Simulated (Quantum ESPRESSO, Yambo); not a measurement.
# KBr (Fm-3m): G0W0 with Yambo, start to end, part 2 of 2

How does a plane-wave GW calculation on KBr (Fm-3m) run from the first input to the gap?

Quantum ESPRESSO 7.5 and Yambo 5.3.0; PBE and many-body steps on it, plane waves. Known limits of the many-body steps: not at the basis limit; no spin-orbit coupling.

So far. Step 2 (Ground state): The gap is direct, at Γ. Step 3 (Bands along the symmetry lines): The gap is 4.436 eV, as in the run before at this level.

## 4. Empty states on the mesh, 4×4×4 mesh, 176 bands

Level of this step: DFT, PBE, plane waves, norm-conserving pseudopotentials (Quantum ESPRESSO).

The sums over transitions need many empty states on a uniform mesh; this step solves for them.

Contents of pw.in:

```
&control
  calculation = 'nscf'
  prefix = 'x'
  outdir = 'o'
  pseudo_dir = 'pseudo'
/
&system
  ibrav = 0
  nat = 2
  ntyp = 2
  ecutwfc = 76.0
  nbnd = 176
  force_symmorphic = .true.
/
&electrons
  conv_thr = 1e-9
  electron_maxstep = 80
  diago_full_acc = .true.
  diago_thr_init = 5e-6
/
ATOMIC_SPECIES
  K 39.098 K.upf
  Br 79.904 Br.upf
CELL_PARAMETERS angstrom
  0.0000000000 3.3000000000 3.3000000000
  3.3000000000 0.0000000000 3.3000000000
  3.3000000000 3.3000000000 0.0000000000
ATOMIC_POSITIONS crystal
  K 0.0000000000 0.0000000000 0.0000000000
  Br 0.5000000000 0.5000000000 0.5000000000
K_POINTS automatic
  4 4 4 0 0 0
```

Launch:

```console
OMP_NUM_THREADS=1 mpirun -n 4 pw.x -nk 4 -in pw.in > pw.out
```

The program printed:

```text
[banner, memory and clock lines left out]
Program PWSCF v.7.5 starts

     Atomic positions and unit cell read from directory:
     o/x.save/

     Message from routine setup:
     using ibrav=0 with symmetry is DISCOURAGED, use correct ibrav instead

     G-vector sticks info

     bravais-lattice index     =            0
     lattice parameter (alat)  =       8.8192  a.u.
     unit-cell volume          =     485.0298 (a.u.)^3
     number of atoms/cell      =            2
     number of atomic types    =            2
     number of electrons       =        26.00
     number of Kohn-Sham states=          176
     kinetic-energy cutoff     =      76.0000  Ry
     charge density cutoff     =     304.0000  Ry
     Exchange-correlation= PBE
                           (   1   4   3   4   0   0   0)

     celldm(1)=   8.819172  celldm(2)=   0.000000  celldm(3)=   0.000000
     celldm(4)=   0.000000  celldm(5)=   0.000000  celldm(6)=   0.000000

     crystal axes: (cart. coord. in units of alat)
               a(1) = (   0.000000   0.707107   0.707107 )
               a(2) = (   0.707107   0.000000   0.707107 )
               a(3) = (   0.707107   0.707107   0.000000 )

     reciprocal axes: (cart. coord. in units 2 pi/alat)
               b(1) = ( -0.707107  0.707107  0.707107 )
               b(2) = (  0.707107 -0.707107  0.707107 )
               b(3) = (  0.707107  0.707107 -0.707107 )
     Pseudo is Norm-conserving + core correction, Zval =  9.0
     Generated using ONCVPSP code by D. R. Hamann
     Using radial grid of 2222 points,  6 beta functions with:
     Pseudo is Norm-conserving + core correction, Zval = 17.0
     Generated using ONCVPSP code by D. R. Hamann
     Using radial grid of 1098 points,  6 beta functions with:
     K                 9.00    39.09800     K ( 1.00)
     Br               17.00    79.90400     Br( 1.00)

     48 Sym. Ops., with inversion, found

   Cartesian axes

     site n.     atom                  positions (alat units)
         1        K      tau(   1) = (   0.0000000   0.0000000   0.0000000  )
         2        Br     tau(   2) = (   0.7071068   0.7071068   0.7071068  )

     number of k points=     8
                       cart. coord. in units 2pi/alat
        k(    1) = (   0.0000000   0.0000000   0.0000000), wk =   0.0312500
        k(    2) = (   0.1767767   0.1767767  -0.1767767), wk =   0.2500000
        k(    3) = (  -0.3535534  -0.3535534   0.3535534), wk =   0.1250000
[...]
k(    7) = (  -0.7071068   0.0000000   0.0000000), wk =   0.0937500
        k(    8) = (  -0.7071068   0.3535534   0.0000000), wk =   0.1875000

     Dense  grid:    43599 G-vectors     FFT dimensions: (  50,  50,  50)

     The potential is recalculated from file :
     o/x.save/charge-density

     Starting wfcs are   14 randomized atomic wfcs +  162 random wfcs

     Band Structure Calculation

     End of band structure calculation

          k = 0.0000 0.0000 0.0000 (  5521 PWs)   bands (ev):

   -56.1051 -56.1051 -56.1029 -56.1029 -56.1029 -25.6928 -10.2110  -9.1698
    -9.1698  -9.1698   2.0853   2.0853   2.0853   6.5214   9.6944   9.6944
     9.6944  10.5130  10.5130  13.6827  16.9929  16.9929  16.9929  17.7590
[...]
[... 10 further rows ...]
[...]
k = 0.1768 0.1768-0.1768 (  5414 PWs)   bands (ev):

[...]
[... 10 further rows ...]
[...]
k =-0.3536-0.3536 0.3536 (  5444 PWs)   bands (ev):

[...]
[... 10 further rows ...]
    91.4865  91.5284  91.5284  93.1237  93.1237  93.7897  93.7897  94.3629
    94.6056  95.9446  95.9446  97.6017  97.8771  97.8992  98.1334  98.1334

          k = 0.3536 0.0000 0.0000 (  5425 PWs)   bands (ev):

     [... further k-points ...]

     highest occupied, lowest unoccupied level (ev):     2.0853    6.5214

     XML data file, pseudopotentials, collected wavefunctions
```

Elapsed: 20 s, on 4 MPI ranks of Arm Neoverse V1, shared host; peak memory 0.54 GiB; 81 s of CPU time.

Numbers from this step:

* gap: 4.436 eV
* k of the valence top: 0, 0, 0
* k of the conduction bottom: 0, 0, 0
* least direct gap: 4.436 eV
* k points computed: 8
* lowest point of the top converged band, above the valence top: 93.5197 eV

On this mesh the gap is 4.436 eV.

## 5. Conversion and set-up

This step: Yambo 5.3.0; conversion and set-up on PBE, plane waves, norm-conserving pseudopotentials.

The states are converted to the many-body program's format and the q mesh is built.

Launch:

```console
(cd o/x.save; p2y > p2y.log; mv SAVE ../..); yambo > setup.log
```

The program printed:

```text
 Yambo, version 5.3.0

 [02] CORE Variables Setup
 =========================

  [02.01] Unit cells
  ==================

  Cell kind             :  FCC
  Atoms in the cell     :  K  Br
  number of K  atoms    :  1
  number of Br atoms    :  1

  List of atomic masses
  Mass of K     :  39.09800
  Mass of Br    :  79.90400

  List of atomic coordinates    : [cc]
  K1       :  0.000000  0.000000  0.000000  order 1
  Br1       :  6.236096  6.236096  6.236096  order 2

  Alat factors          :  6.236096  6.236096  6.236096 [a.u.]
  Direct lattice volume :  485.0298 [a.u.]
  Direct lattice vectors:  A[ 1 ]  A[ 2 ]  A[ 3 ]
   A[ 1 ]:  0.000000  1.000000  1.000000  [iru]
   0.000000  6.236096  6.236096  [cc]
   A[ 2 ]:  1.000000  0.000000  1.000000  [iru]
   6.236096  0.000000  6.236096  [cc]
   A[ 3 ]:  1.000000  1.000000  0.000000  [iru]
   6.236096  6.236096  0.000000  [cc]

  Recip. lattice volume :  0.511412 [a.u.]
  Recip. lattice vectors:  B[ 1 ]  B[ 2 ]  B[ 3 ]
   B[ 1 ]: -0.500000  0.500000  0.500000  [iku]
  -0.503776  0.503776  0.503776  [cc]
   B[ 2 ]:  0.500000 -0.500000  0.500000  [iku]
   0.503776 -0.503776  0.503776  [cc]
   B[ 3 ]:  0.500000  0.500000 -0.500000  [iku]
   0.503776  0.503776 -0.503776  [cc]

  [02.02] Symmetries
  ==================

  Inversion symmetry    : yes
  Spatial inversion     : yes
  Inversion index       :  25
  K-space Time-reversal : no
  Magnetic symmetries   : no
  Group table correct   : yes
  Symmetries units      :  [cc]

   [S  1]:   1.0000      0.28986E-16  0.28986E-16  0.28986E-16   1.0000     -0.28986E-16 -0.28986E-16 -0.28986E-16   1.0000
   [S  2]:  -1.0000     -0.28986E-16  0.28986E-16 -0.28986E-16  -1.0000     -0.28986E-16  0.28986E-16  0.28986E-16   1.0000
   [S  3]:  -1.0000      0.28986E-16 -0.28986E-16 -0.28986E-16   1.0000      0.28986E-16  0.28986E-16 -0.28986E-16  -1.0000
[...]
[... 36 further rows ...]
   [S 47]:  0.28986E-16   1.0000     -0.28986E-16 -0.28986E-16  0.28986E-16  -1.0000       1.0000     -0.28986E-16  0.28986E-16
   [S 48]:  0.28986E-16  -1.0000      0.28986E-16 -0.28986E-16 -0.28986E-16   1.0000       1.0000      0.28986E-16 -0.28986E-16

  [02.03] Reciprocal space
  ========================

  nG shells         :   402
  nG charge         :   43599
  nG WFs            :   6483
  nC WFs            :   5521
  G-vecs. in first 40 shells:  [ Number ]
     1    9   15   27   51   59   65   89  113
    137   169   181   229   259   283   307   331   339
    387   411   459   531   537   561   609   645   701
[...]
1139  1211  1243  1291
  ...
  Shell energy in first 40 shells:  [ mHa ]
[...]
6471.64      6598.53      7106.11      7486.80      8121.27      8501.96      8628.85      9136.43      9517.12
    9644.01      10151.6      10532.3      10659.2      11166.8      11547.4      12181.9      12562.6      12689.5
[...]
K/Q-points units:
  rlu = crystal or reduced units; cc = cartesian coordinates; iku = interal k-units

  K [1]          [rlu]:  0.000000  0.000000  0.000000
         WF components:   5521
  K [2]          [rlu]: -0.15345E-16  0.12410E-16  0.25000
         WF components:   5414
  K [3]          [rlu]:  0.30690E-16 -0.24821E-16 -0.50000
         WF components:   5444
  K [4]          [rlu]: -0.46171E-17  0.25000      0.25000
         WF components:   5425
  K [5]          [rlu]: -0.94755E-17  0.25000     -0.50000
         WF components:   5434
  [... 2 further k-points ...]
  K [8]          [rlu]:  0.250000 -0.500000 -0.250000
         WF components:   5440

  [02.05] Energies & Occupations
  ==============================

  [X] === General ===
  [X] Electronic Temperature                        :  0.000000  0.000000 [eV K]
  [X] Bosonic    Temperature                        :  0.000000  0.000000 [eV K]
  [X] Finite Temperature mode                       : no
  [X] El. density                                   :  0.36174E+24 [cm-3]
  [X] Fermi Level                                   :  2.085286 [eV]

  [X] === Gaps and Widths ===
  [X] Conduction Band Min                           :  4.436154 [eV]
  [X] Valence Band Max                              :  0.000000 [eV]
  [X] Filled Bands                                  :  13
  [X] Empty Bands                                   :   14  176
  [X] Direct Gap                                    :  4.436154 [eV]
  [X] Direct Gap localized at k                     :  1
  [X] Indirect Gap                                  :  4.436154 [eV]
  [X] Indirect Gap between kpts                     :  1  1
  [X] Last valence band width                       :  0.536069 [eV]
  [X] 1st conduction band width                     :  2.953841 [eV]

  E @ K [1]:  [eV]
  -58.19038 -58.19038 -58.18823 -58.18823 -58.18823 -27.77812 -12.29627 -11.25509
   -11.255      -11.255     -0.23570E-09 -0.49585E-10   0.0000       4.4362       7.6091       7.6091
    7.60906   8.42775   8.42775  11.59738  14.90759  14.90759  14.90759  15.67370
[...]
occ @ K [1]
[...]
E @ K [2]:  [eV]
[...]
occ @ K [2]
[...]
E @ K [3]:  [eV]
[...]
occ @ K [3]
[...]
E @ K [4]:  [eV]
[...]
occ @ K [4]
[...]
E @ K [5]:  [eV]
[...]
occ @ K [5]
[...]
[... 2 further k-points ...]
  E @ K [8]:  [eV]
[...]
occ @ K [8]
[...]
0.000000  0.000000  0.000000  0.000000  0.000000  0.000000  0.000000  0.000000
   0.000000  0.000000  0.000000  0.000000  0.000000  0.000000  0.000000  0.000000

 [03] Transferred momenta grid and indexing
 ==========================================

 IBZ Q-points                                      :   8
 BZ  Q-points                                      :   64

 K/Q-points units:
 rlu = crystal or reduced units; cc = cartesian coordinates; iku = interal k-units

 Q [1]          [rlu]:  0.000000  0.000000  0.000000
 Q [2]          [rlu]: -0.15345E-16  0.40166E-16  0.25000
 Q [3]          [rlu]:  0.30690E-16 -0.80332E-16 -0.50000
[...]
Q [7]          [rlu]:  0.92343E-17 -0.50000     -0.50000
 Q [8]          [rlu]:  0.250000 -0.500000 -0.250000

  [03.01] X indexes
  =================

   [03.01.01] Sigma indexes
   ========================

 [06] Game Over & Game summary
```

Wall time 3.1 s (1 MPI rank); peak memory 0.26 GiB.

## 6. Screening and self-energy, 4×4×4 mesh, 176 bands, screening to 163.3 eV

G0W0 replaces the xc potential by the self-energy, built once from these orbitals. Only a window of levels is corrected, while the sums run over the empty bands that the input names.

This step: G0W0 on PBE, plane waves, norm-conserving pseudopotentials.

Contents of gw1.in:

```
HF_and_locXC
gw0
dyson
ppa
em1d
rim_cut
RandQpts= 1000000
RandGvec= 1 RL
EXXRLvcs= 76 Ry
VXCRLvcs= 304 Ry
Chimod= "HARTREE"
% BndsRnXp
 1 | 176 |
%
NGsBlkXp= 12 Ry
% LongDrXp
 1 | 1 | 1 |
%
% GbndRnge
 1 | 176 |
%
DysSolver= "n"
ExtendOut
PPAPntXp= 27.21138 eV
% QPkrange
 1 | 1 | 12 | 15 |
%
```

Launch:

```console
OMP_NUM_THREADS=1 mpirun -n 4 yambo -F gw1.in -J gw1 -C gw1 > gw1.log
```

The program printed:

```text
 Yambo, version 5.3.0

 [02] CORE Variables Setup
 =========================

  [... cell, symmetries and grids as in the set-up ...]

  [02.05] Energies & Occupations
  ==============================

  [X] === General ===
  [X] Electronic Temperature                        :  0.000000  0.000000 [eV K]
  [X] Bosonic    Temperature                        :  0.000000  0.000000 [eV K]
  [X] Finite Temperature mode                       : no
  [X] El. density                                   :  0.36174E+24 [cm-3]
  [X] Fermi Level                                   :  2.085286 [eV]

  [X] === Gaps and Widths ===
  [X] Conduction Band Min                           :  4.436154 [eV]
  [X] Valence Band Max                              :  0.000000 [eV]
  [X] Filled Bands                                  :  13
  [X] Empty Bands                                   :   14  176
  [X] Direct Gap                                    :  4.436154 [eV]
  [X] Direct Gap localized at k                     :  1
  [X] Indirect Gap                                  :  4.436154 [eV]
  [X] Indirect Gap between kpts                     :  1  1
  [X] Last valence band width                       :  0.536069 [eV]
  [X] 1st conduction band width                     :  2.953841 [eV]

 [03] Transferred momenta grid and indexing
 ==========================================

 IBZ Q-points                                      :   8
 BZ  Q-points                                      :   64

 K/Q-points units:
 rlu = crystal or reduced units; cc = cartesian coordinates; iku = interal k-units

 Q [1]          [rlu]:  0.000000  0.000000  0.000000
 Q [2]          [rlu]: -0.15345E-16  0.40166E-16  0.25000
 Q [3]          [rlu]:  0.30690E-16 -0.80332E-16 -0.50000
 Q [4]          [rlu]: -0.46171E-17  0.25000      0.25000
 Q [5]          [rlu]: -0.20915E-17  0.25000      0.50000
 Q [6]          [rlu]: -0.24821E-16  0.25000     -0.25000
 Q [7]          [rlu]:  0.92343E-17 -0.50000     -0.50000
 Q [8]          [rlu]:  0.250000 -0.500000 -0.250000

 [04] Coloumb potential Random Integration (RIM)
 ===============================================

  [04.01] RIM initialization
  ==========================

  * Diagonal components only detected *

  8 x (sBL volume)        :  0.063927 [a.u.]
  sBZ random points       :  1000000
  Points outside the sBZ  :   7968281
  RL volume               :  0.511412 [a.u.]
  Integrated volume       :  0.513448 [a.u.]

  [04.02] RIM integrals
  =====================

  Gamma point sphere radius             :  0.072529 [a.u.]
  Points outside the sphere             :   800476
  [Int_sBZ(q=0) 1/q^2]*(Vol_sBZ)^(-1/3) =:  7.776341
                                 should be <:  7.795600

  Summary of Coulomb integrals for non-metallic bands |Q|[au] RIM/Bare

  Q [1] 0.100000E-4 0.997530 * Q [2] 0.218141 1.068480
  Q [4] 0.251888 1.066792 * Q [6] 0.356223 1.029814
  Q [5] 0.417709 1.022655 * Q [3] 0.436282 1.020683
  Q [7] 0.503776 1.017590 * Q [8] 0.563238 1.014367

 [05] Dipoles
 ============

  [05.01] Setup: observables and procedures
  =========================================

 [06] Dynamic Dielectric Matrix (PPA)
 ====================================

 [WR./gw1//ndb.pp]---------------------------------------------------------------
  Brillouin Zone Q/K grids (IBZ/BZ)                :    8   64    8   64
  RL vectors                                       :   6567 [WF]
  Coulomb cutoff potential                         : none
  Electronic Temperature                           :  0.000000 [K]
  Bosonic    Temperature                           :  0.000000 [K]
  PPA    diel. fun.  energies                      : Perdew, Burke & Ernzerhof(X)+Perdew, Burke & Ernzerhof(C)
  wavefunctions                                    : Perdew, Burke & Ernzerhof(X)+Perdew, Burke & Ernzerhof(C)
  Global Gauge                                     : length
  X matrix size                                    :   339
  X band range                                     :    1  176
  X e/h energy range                               : -1.000000 -1.000000 [eV]
  X Time ordering                                  : R
  X Hxc Kernel                                     : HARTREE
  X Drude frequency                                :  0.000000  0.000000
  X poles                                          :  100.0000 [o/o]
  RL vectors in the sum                            :   6567
  [r,Vnl] included                                 : yes
  Field direction                                  :  0.577350E-5  0.577350E-5  0.577350E-5
  BZ energy Double Grid                            : no
  BZ energy DbGd points                            : 0
  BZ Q point size factor                           : -1.000000
  X Optical Averaged directions                    : none

 [07] Local Exchange-Correlation + Non-Local Fock
 ================================================

 [VXC] Plane waves :   43599
 [EXS] Plane waves :   5577

 QP @ state[ 1 ] K range:  1  1
 QP @ state[ 1 ] b range:  12  15

 [xc] Functional : Perdew, Burke & Ernzerhof(X)+Perdew, Burke & Ernzerhof(C)
 [xc] LIBXC used to calculate xc functional
  PP Number of Atomic Species                      :  2
  NLCC RL compoments                               :   43599
  PP Number of Atomic Species                      :  2
  NLCC RL compoments                               :   43599

 [xc] E_xc :  -16.87313 [Ha]
      E_xc :  -33.74626 [Ry]

  Local XC kind (lXC) : Perdew, Burke & Ernzerhof(X)+Perdew, Burke & Ernzerhof(C)
  Non-Local XC kind (nlXC) : Hartree-Fock

  Corrections @ K [1] :  [eV]
 <12|nlXC|12> = -19.54505 -0.66813E-18 <12|lXC|12> = -14.35201  0.000000
 <13|nlXC|13> = -19.54503 -0.56643E-17 <13|lXC|13> = -14.35201  0.000000
 <14|nlXC|14> = -3.946254 -0.27063E-17 <14|lXC|14> = -7.314516  0.000000
 <15|nlXC|15> = -3.767011  0.71943E-18 <15|lXC|15> = -8.482834  0.47204E-16

 [08] Dyson equation: Newton solver
 ==================================

  [08.01] G0W0 (W PPA)
  ====================

  [  GW  ] Bands range     :    1  176
  [GW/PPA] G damping       :  0.100000 [eV]

  QP @ state[ 1 ] K range:  1  1
  QP @ state[ 1 ] b range:  12  15

   Sc/G bands                                       :    1  176
   Sc/G damping                                     :  0.100000 ev
   Sc bands terminator                              : no
   Sx RL components                                 :   5577

   QP @ state[ 1 ] K range                          :  1  1
   QP @ state[ 1 ] b range                          :  12  15
   GF energies kind                                 : Perdew, Burke & Ernzerhof(X)+Perdew, Burke & Ernzerhof(C)
   GF WF`s kind                                     : Perdew, Burke & Ernzerhof(X)+Perdew, Burke & Ernzerhof(C)
   Xs energies kind                                 : Perdew, Burke & Ernzerhof(X)+Perdew, Burke & Ernzerhof(C)
   Xs WF`s kind                                     : Perdew, Burke & Ernzerhof(X)+Perdew, Burke & Ernzerhof(C)

 [11] Game Over & Game summary
```

The job ended after 3.1 min (4 MPI ranks; peak memory 2 GiB).

This step gave:

```
G0W0 gap on the points computed              : 7.709 eV
starting gap on the mesh                     : 4.436 eV
k of the valence top                         : 0, 0, 0
k of the conduction bottom                   : 0, 0, 0
least direct G0W0 gap on the computed points : 7.709 eV
Z at the valence top                         : 0.8284
Z at the conduction bottom                   : 0.8738
```

The gap on the mesh goes from 4.44 eV to 7.71 eV, a correction of +3.27 eV.

Limits: finite bands, cutoff and mesh; no spin-orbit coupling. v1 is the top filled band, c1 the lowest empty one. Levels before and after the correction, in eV, zero at the valence-band top of each column:

|  | conduction bottom | valence top |
| --- | --- | --- |
| Kohn-Sham | 4.44 | 0.00 |
| G0W0 | 7.71 | 0.00 |

|  | level | energy (eV) |
| --- | --- | --- |
| Kohn-Sham | Γ v2-v1 | 0.000 |
| Kohn-Sham | Γ c1 | 4.436 |
| Kohn-Sham | Γ c2 | 7.609 |
| G0W0 | Γ v2-v1 | 0.000 |
| G0W0 | Γ c1 | 7.709 |
| G0W0 | Γ c2 | 11.826 |

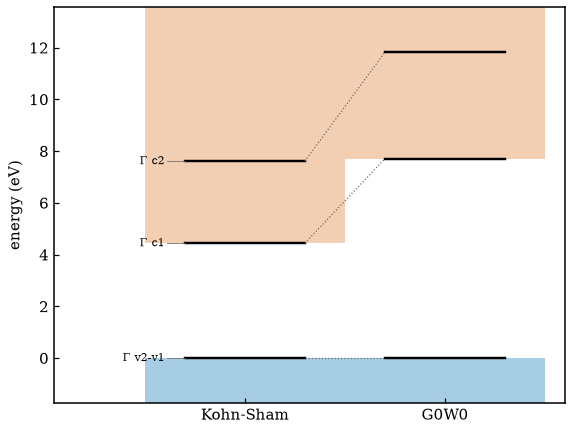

Levels before and after the correction. Shaded: valence and conduction bands.

## 7. Where the time went

Times are wall times on the hardware named with each run, good to a factor of about two.

| step | time | share | memory (GiB) |
| --- | --- | --- | --- |
| ground state | 9.9 s | 4 % | 0.31 |
| bands along the symmetry lines | 9.9 s | 4 % | 0.26 |
| empty states on the mesh | 20 s | 9 % | 0.54 |
| conversion and set-up | 3.1 s | 1 % | 0.26 |
| screening and self-energy | 3.1 min | 81 % | 2.0 |

## 8. What came out

```json
{
 "PBE gap": "4.44 eV, direct",
 "G0W0 gap on the mesh": "7.71 eV",
 "GW settings": "4×4×4 mesh, 176 bands, screening to 163.3 eV, Godby-Needs plasmon pole",
 "known limits": "not at the basis limit; no spin-orbit coupling"
}
```

**Reading.** G0W0 moves the gap on the mesh from 4.44 eV to 7.71 eV (+3.27 eV), with Z of 0.83 and 0.87 at the edges. Only 1 of the mesh's irreducible points was corrected, so a valley elsewhere could overtake. The dearest step here is «screening and self-energy». Bands and cutoff are finite, so the gap is not at the basis limit. The miss can reach some tenths of an eV and take either sign; the mesh is an error of its own. In the G0W0 run levels were corrected at 1 k point alone, so a gap called «on the mesh» is the least over those, and an edge elsewhere would be missed. The many-body steps are scalar-relativistic: spin-orbit coupling is not in them.

[Paths, hosts, dates, memory and timing lines, banners, echoed tables and standing remarks are left out of the program output.]

[Logs are printed without paths, hosts, clocks, repeated set-up lines and the standing remarks that a program may print on its own settings, such as how far it seeks lower states.]

[Runs of the session that timed out or met a known fault of the program may be left out.]

[Hosts, paths, dates, database ids (printed as entryN), source tags and the programs' standing remarks are cut or masked in the printed files.]
